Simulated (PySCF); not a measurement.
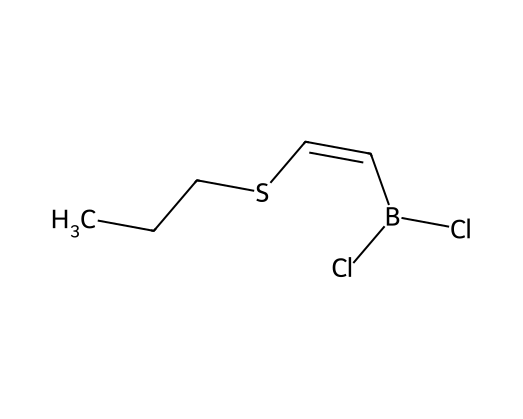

The geometry was computed by an optimisation with GFN2-xTB. No frequency run is at hand to confirm it as a minimum. Properties computed with PBE0/pcSseg-1, gas phase (PySCF 2.14.0).

### What is the HOMO–LUMO gap?

4.85 eV.

### What is the HOMO energy (Kohn–Sham orbital)?

−6.74 eV.

### Estimate the dipole moment.

4.52 D.

The geometry is semi-empirical. Around B such bond lengths and angles can be off by a tenth of an ångström or more and by several degrees, and values that hang on the shape move with them.
